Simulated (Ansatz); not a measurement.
**Ligand exchange: C2H7ClSi2 + MgH(OH) → C2H8OSi2 + MgHCl**

Species: C2H7ClSi2 `C=C[SiH2][SiH2]Cl`, singlet; MgH(OH), singlet; C2H8OSi2 `C=C[SiH2][SiH2]O`, singlet; MgHCl `[MgH][Cl]`, singlet. The partners trade Cl for OH: Si–Cl and Mg–OH bonds give way to Si–OH and Mg–Cl.

Shapes, held fixed at every level: PBE0-D4/def2-TZVP. Flexible molecules stand in one conformer, not always the lowest. Programs: Ansatz 0.2.0. The zero-point and thermal change to 298 K, harmonic and unscaled (PBE0-D4/def2-TZVP), is +2.2 kJ/mol.

| level | kind | ΔH(298 K) (kJ/mol) | less CCSD(T)/def2-TZVPP |
| --- | --- | --- | --- |
| HF/def2-TZVPP | Hartree–Fock | -82.4 | -17.4 |
| SPW92/def2-TZVPP | LDA | -59.9 | +5.1 |
| r2SCAN-D4/def2-TZVPP | meta-GGA | -65.0 | 0.0 |
| BHLYP-D4/def2-TZVPP | global hybrid | -68.7 | -3.7 |
| wB97X-V/def2-TZVPP | range-separated hybrid | -64.1 | +0.9 |
| MP2/def2-SVP | perturbation theory | -55.0 | +10.0 |
| CCSD(T)/def2-TZVPP | coupled cluster or CI | -65.0 | 0.0 |

The highest level, CCSD(T)/def2-TZVPP, gives ΔH(298 K) = -65.0 kJ/mol; the levels span -82.4 to -55.0. The column of differences is taken from that level and isn't an error. No measured value is set beside it here. Correlated rows may include outer-core shells of Mg, which these sets cover unevenly.

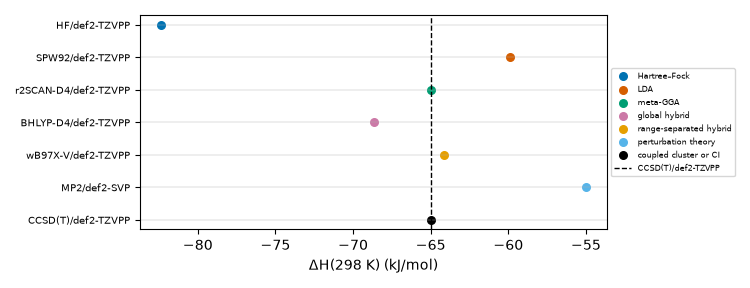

The values of the table, level by level.
